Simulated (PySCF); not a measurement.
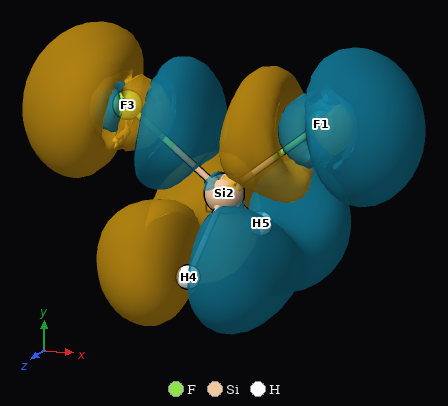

Figure 1: F$_{2}$H$_{2}$Si, SMILES `F[SiH2]F`. Change of the electron density in a uniform field of 0.21 V/Å, surfaces at ±0.001 e/Å³ (yellow: gain, teal: loss).

PySCF calculation, B3LYP/def2-SVPD, gas phase; geometry: GFN2-xTB. No frequency check shows the geometry to be a minimum.

Along which Cartesian direction does the field point?

Along +x: electrons gather on the −x side, against the field.

What dipole is induced, and what polarisability does it imply?

The induced dipole is 0.25 D (along the field); α along this axis, from the fields in both directions, is 25 bohr³ (3.7 Å³).

Which atoms gain and lose the most charge?

Electrons gather most on F3 (Hirshfeld charge changes by −0.007 e) and leave F1 most (+0.007 e); 0.028 electrons are displaced in all.

The PySCF run took 11 s on 1 thread of Intel(R) Xeon(R) Platinum 8259CL CPU @ 2.50GHz (Skylake/Cascade Lake), on a shared host, peak memory 0.39 GiB.
